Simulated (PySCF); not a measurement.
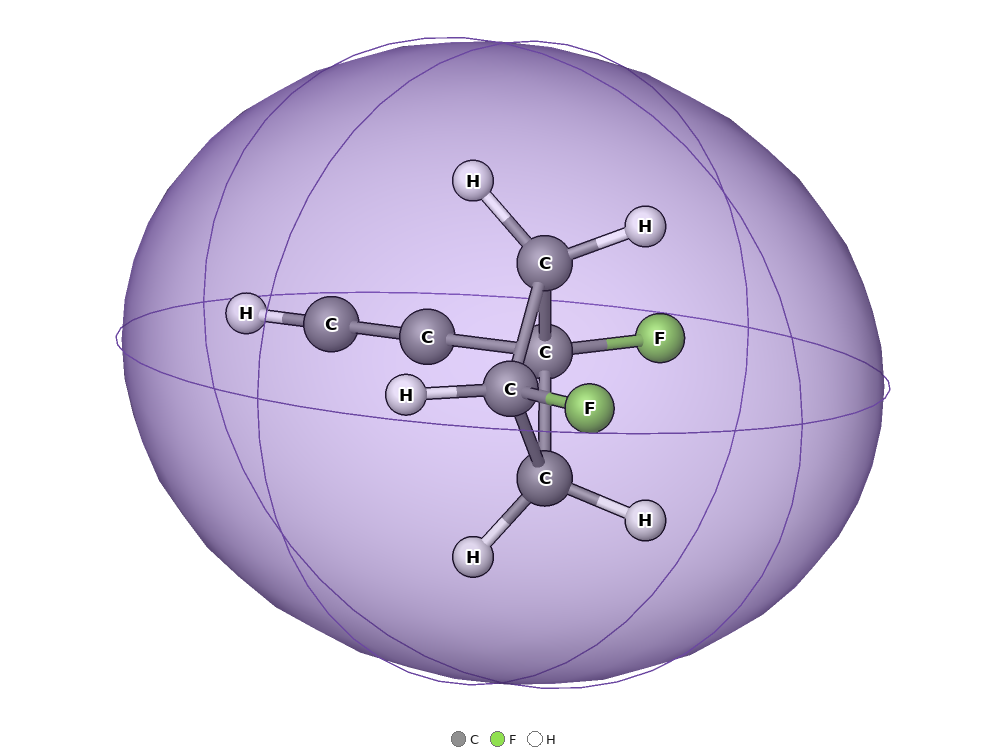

The ellipsoid shows the static dipole polarisability: its half-axes are proportional to the principal values. The computed structure is the end point of a GFN2-xTB optimisation. No frequency run is at hand to confirm it as a minimum. Computed with CAM-B3LYP/def2-SVPD (PySCF 2.14.0).

Question: Give the principal values, the mean and the anisotropy.

Answer: Principal values 58.1, 58.6, 83.3 bohr³; mean 66.7 bohr³ (9.88 Å³); anisotropy 25.0 bohr³, so the longest axis is 1.43 times the shortest.
